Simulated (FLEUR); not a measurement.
Band structure of SiRu (Pm-3m, 2 atoms in the cell).

```xyz
2
Lattice="2.9161 0.0000 0.0000 0.0000 2.9161 0.0000 0.0000 0.0000 2.9161" Properties=species:S:1:pos:R:3 pbc="T T T"
Si     1.4581     1.4581     1.4581
Ru     0.0000     0.0000     0.0000
```

Level of theory: LDA (Perdew-Zunger), all-electron FLAPW (FLEUR), scalar-relativistic valence.

Settings: Kmax = 4.5 1/bohr; GmaxXC = 18 1/bohr; xcFunctional = pz; jspins = 1; l_soc = F; mode = hist; fermiSmearingEnergy = 0.00367493 Htr; mesh (inpgen div1-3) = 8 8 8; inpgen gamma flag = true; Gmax = 18 1/bohr; numbands = 0; maxIterBroyd = 99; imix = Anderson; alpha = 0.05.

The starting cell comes from a database of computed structures (which also holds hypothetical and non-ambient phases and stackings), without a prior relaxation at this level. Spin polarisation is off. Values depend on the basis (sphere radii, cutoffs, local orbitals), which need not be converged.

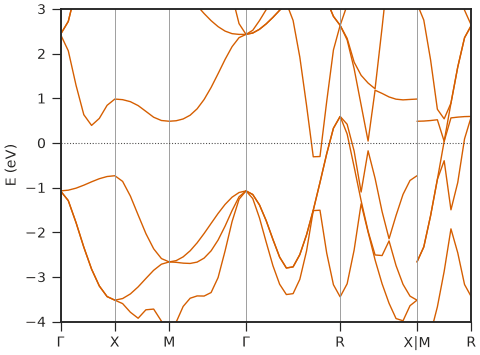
Figure. Bands along the path, energies from the Fermi level.

Levels in eV from the Fermi level, bands 6 to 13:
```json
[
 {"point": "Γ", "6": "-5.34", "7": "-1.07", "8": "-1.07", "9": "-1.07", "10": "2.43", "11": "2.43", "12": "2.43", "13": "9.42"},
 {"point": "X", "6": "-4.37", "7": "-3.52", "8": "-3.52", "9": "-0.73", "10": "0.98", "11": "5.31", "12": "8.75", "13": "8.75"},
 {"point": "M", "6": "-4.40", "7": "-4.40", "8": "-2.66", "9": "-2.66", "10": "0.49", "11": "3.12", "12": "4.26", "13": "5.70"},
 {"point": "R", "6": "-7.27", "7": "-3.45", "8": "0.59", "9": "0.59", "10": "2.63", "11": "2.63", "12": "2.63", "13": "6.38"}
]
```
